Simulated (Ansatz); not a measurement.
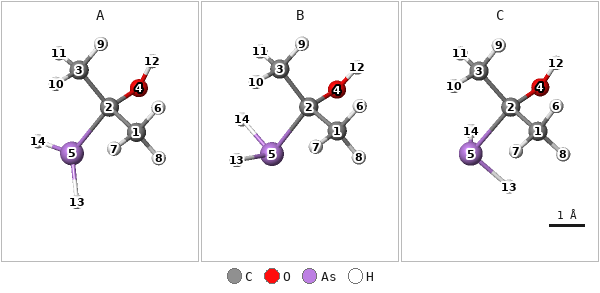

3 geometries from a converged minimum-energy path of C3H9AsO, shuffled. A ball-and-stick model, seen at a tilt.

These are results of RKS PBE0-D4/def2-SVP (Ansatz 0.2.0), not measurements. Set-up: 5 movable images; climbing image; force threshold 0.03 eV/Å; iteration limit 60; starting path by image-dependent pair potential.

Which of them lies highest in energy?

Answer. A. In order along the path, whose images run from 0 to 6: B (image 0, 0.0 kJ/mol), A (image 3, +174.5 kJ/mol), C (image 5, +3.2 kJ/mol). The motion is an umbrella inversion at As5. No bond forms or breaks between the ends. Bond angles that change up to the highest image, for instance: C2–As5–H14 94.7° → 121.9°, H13–As5–H14 92.0° → 118.5°.

The run took 3.5 min on 2 threads of Arm Neoverse V1 (shared host), peak memory 0.4 GiB.
